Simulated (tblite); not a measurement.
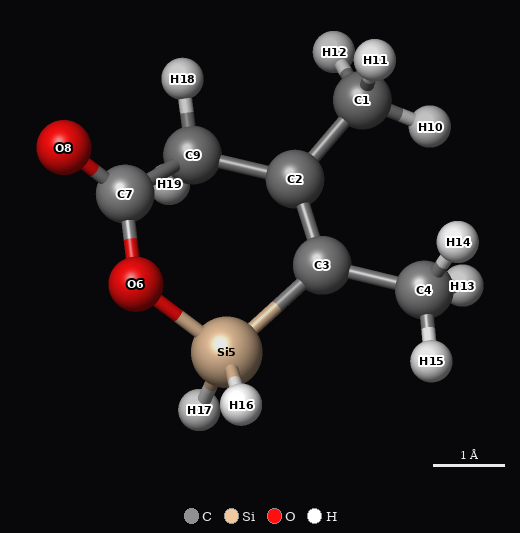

Fig. 1: The structure (ball-and-stick view, seen at a tilt; atoms are numbered from 1 in the order of the input). Bond lengths as drawn: C–C 1.34 to 1.52 Å, C–H 1.09 to 1.10 Å, C–O 1.20 to 1.33 Å, C–Si 1.88 Å, H–Si 1.46 Å and O–Si 1.65 Å.

## C6H10O2Si: frequency calculation

The run: frequency calculation of C6H10O2Si, SMILES CC1=C(C)[SiH2]OC(=O)C1. Method and program: GFN2-xTB harmonic vibrations, gas phase (tblite 0.8.0).

It belongs to a series of runs on one base structure; here: ring closed by a new C-C bond.

## Output
```
mode    cm-1     km/mol
  1     -57.3      0.43
  2      58.4      4.36
  3      88.4      0.88
  4     117.7      1.42
  5     142.8      0.47
  6     250.5      0.90
  7     292.3      0.51
  8     335.1      8.16
  9     347.3      2.62
 10     384.8      2.06
 11     435.4     10.59
 12     472.6      7.80
 13     511.3     58.53
 14     528.6     23.88
 15     585.8     45.73
 16     591.1     39.59
 17     677.0     82.68
 18     717.0     89.13
 19     771.4    279.09
 20     798.7    144.99
 21     888.0     14.72
 22     927.5     14.51
 23     983.3    107.69
 24    1005.9      7.78
 25    1017.1     12.64
 26    1028.9      2.27
 27    1090.3     10.78
 28    1131.9     15.70
 29    1158.7     56.21
 30    1195.9    235.35
 31    1223.9     85.49
 32    1310.7     30.59
 33    1397.4      5.69
 34    1403.9      6.42
 35    1433.0     12.69
 36    1473.3      2.72
 37    1477.4      4.31
 38    1497.3      5.26
 39    1498.9      1.98
 40    1662.3     72.33
 41    1777.7    591.84
 42    2262.5    308.97
 43    2336.0    242.22
 44    2921.6     10.17
 45    2991.3     32.67
 46    2993.7     11.48
 47    3001.8      8.72
 48    3011.5     20.80
 49    3033.9     23.11
 50    3046.3     19.51
 51    3051.2     23.85
```

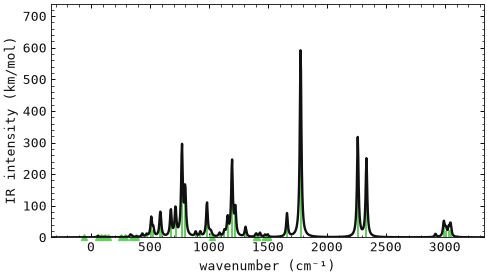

Fig. 2: Harmonic infrared spectrum, unscaled: sticks (degenerate modes added up, dark ones marked on the axis) with a Lorentzian envelope of 16 cm⁻¹ full width, scaled to the tallest stick; imaginary modes are drawn at negative wavenumbers. 51 modes from 57i to 3051 cm⁻¹, 1 imaginary beyond 8i (57i cm⁻¹): not a clean minimum; so soft a mode can be a shallow saddle, an incomplete relaxation or noise of the force constants. The strongest line is at 1778 cm⁻¹ (592 km/mol).

This output came from the following input.

## Input file
```
{"job": {"kind": "ir", "xc": "GFN2-xTB", "basis": "xTB"}, "charge": 0, "multiplicity": 1}
C     -0.356618    -2.055726    -0.189994
C     -0.295092    -0.584311     0.093802
C      0.819795     0.147209    -0.037194
C      2.120882    -0.458967    -0.487802
Si     0.664821     1.992866     0.263211
O     -0.937634     2.279988    -0.006749
C     -1.920845     1.389793    -0.023970
O     -3.007626     1.669871    -0.445951
C     -1.593748     0.028013     0.557390
H      0.600976    -2.533237     0.000109
H     -0.614970    -2.222008    -1.236673
H     -1.116251    -2.537173     0.421918
H      2.475794    -1.188697     0.240285
H      2.002499    -0.967101    -1.443662
H      2.881885     0.308343    -0.596651
H      1.316853     2.822176    -0.738878
H      0.939723     2.381149     1.646604
H     -2.433552    -0.631443     0.333079
H     -1.556698     0.168506     1.643665
```

The first line tells a small driver script what to run in tblite; the rest is the geometry in Å.

Run as:
```bash
OMP_NUM_THREADS=1 python <driver script> task.json out
```

## Results in brief

- outcome: converged
- total energy: −757.9910 eV
- zero-point energy: 90.5480 kcal/mol
- hardware: 1 CPU thread, shared host
- wall time: 0.68 s
- peak memory: 0.18 GiB
